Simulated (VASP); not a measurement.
Band structure of Co (hcp). Calculation: vdW-DF-cx, VASP's PBE PAW potentials (set 64) (plane waves; VASP).

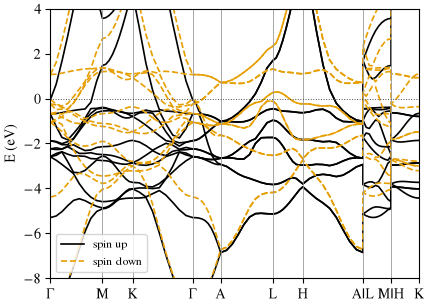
Figure: Bands along high-symmetry lines, zero at the valence-band maximum or, without a gap, the Fermi level

Problem. Read the plot: is there a gap, and where are the band edges?

Solution. It has no gap at this level: it comes out as a metal or semimetal. (Edges off the drawn lines would not show.)

The compound is Co in the hcp structure. It was relaxed first, which changed the volume by -6 %.
